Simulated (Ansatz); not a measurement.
**Ta2N, pressure series**

The reference is Ta2N in the anti-CdI2 type structure (space group P-3m1, No. 164; a = 3.075 Å, c = 4.852 Å).

Cell and atoms are relaxed at each pressure.

Method: PBE-D3(BJ)/PAW in Ansatz (a quantum-chemistry and plane-wave program), no SOC, earlier PAW set.

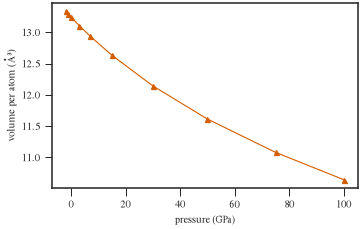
Fig. 1. Volume per atom against pressure

Q: From the plot, what is the volume per atom for pressure 3 GPa?

A: About 13.1 Å³.

Q: Is the trend monotonic over the range shown?

A: Yes, it falls throughout, spanning 10.64 Å³ to 13.33 Å³.

Load acts through the strain it causes; cell and atoms are relaxed under it. Whether these cells are dynamically stable was not tested. No other phases were tried under pressure. The final runs are not spin-polarised. An odd electron count without spin: Ta2N.
